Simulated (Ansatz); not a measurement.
# PBr− (doublet): wave-function methods side by side, aug-cc-pVDZ

Aim: climb from Hartree-Fock through coupled cluster and multireference methods for PBr− (doublet) at one geometry and basis, and see what each rung misses.

The runs use Ansatz 0.2.0, Gaussian basis; aug-cc-pVDZ, core rule «outside noble gas», up to 19 orbitals frozen.

Plan: UHF; CCSD(T) on ROHF; CCSD(T) on UHF; BCCD(T) on ROHF; CISD; CCSDT(Q) on ROHF; CCSDT(Q) on UHF; CASSCF and MRCISD+Q, 13 electrons in 8 orbitals; CASSCF and NEVPT2, 13 electrons in 8 orbitals.

13 further runs of the same task are left out: 5 that didn't finish, 8 set aside as unsound or not needed.

### 1 The system

The geometry is a PBE0/def2-TZVPD stationary point (not a proven minimum). No spin-orbit coupling is included. The filled d shell of Br may be among the frozen orbitals whatever the setting's name suggests; the logs give the count.

2 atoms, charge -1, spin multiplicity 2.

Atoms are counted from 1 here; the program's logs count them from 0.

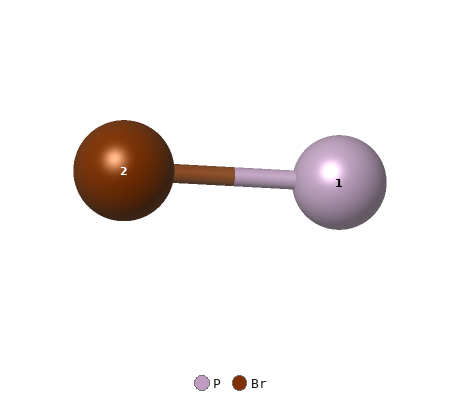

The geometry (phosphorus pink, bromine brown); atoms are numbered from 1 in the order of the file.

### 2 UHF

Contents of in.yaml:

```yaml
crystal:
  periodic: [false, false, false]
  atoms:
    - {symbol: P, position_ang: [0.000000, 0.000000, 0.000000]}
    - {symbol: Br, position_ang: [0.000000, 0.000000, 2.316300]}
basis:
  gaussian: {orbitals: aug-cc-pVDZ}
total_charge: -1
magnetization: {spin_polarized: true, initial_magnetization: 1}
hamiltonian: {xc: hf}
output: {orbitals: {seedname: orbitals}}
```

Run with:

```console
$ ansatz run in.yaml --threads 1 --pin off --events-out ev --progress --plain --max-ram 2393MiB
```

Further steps of the session: CCSD(T) on ROHF; CCSD(T) on UHF; BCCD(T) on ROHF; CISD; CCSDT(Q) on ROHF; CCSDT(Q) on UHF; CASSCF and MRCISD+Q, 13 electrons in 8 orbitals; CASSCF and NEVPT2, 13 electrons in 8 orbitals.

Before running them: what should the planned runs give, taken together? Wanted: UCCSDT(Q) below the RHF energy; RMP2 from UCCSDT(Q); UMP2 from UCCSDT(Q); RCCSD from UCCSDT(Q); RCCSD(T) from UCCSDT(Q); UCCSD(T) from UCCSDT(Q); RCCSDT(Q) from UCCSDT(Q); NEVPT2 valence from UCCSDT(Q); MRCISD+Q valence from UCCSDT(Q).

As calculated:

| quantity | value |
| --- | --- |
| UCCSDT(Q) below the RHF energy | -7.2791 eV |
| RMP2 from UCCSDT(Q) | +97.1 kJ/mol |
| UMP2 from UCCSDT(Q) | +99.4 kJ/mol |
| RCCSD from UCCSDT(Q) | +28.1 kJ/mol |
| RCCSD(T) from UCCSDT(Q) | +4.6 kJ/mol |
| UCCSD(T) from UCCSDT(Q) | +4.7 kJ/mol |
| RCCSDT(Q) from UCCSDT(Q) | +0.1 kJ/mol |
| NEVPT2 valence from UCCSDT(Q) | +153.1 kJ/mol |
| MRCISD+Q valence from UCCSDT(Q) | +10.7 kJ/mol |
| levels within 1 kcal/mol (43 meV) | RCCSDT, UCCSDT, RCCSDT(Q) |
| T1 diagnostic | 0.020 |
| effectively unpaired electrons | 1.01 |

**Reading.** RCCSD(T) lands +4.6 kJ/mol from the yardstick (0.7 % of the correlation energy). One determinant dominates. Of the multireference levels listed MRCISD+Q valence comes nearest in total energy (+10.7 kJ/mol), which doesn't show that its space is the better one. These misses are within one basis, not against nature; the frozen cores of restricted and unrestricted runs differ, which can shift their rows.
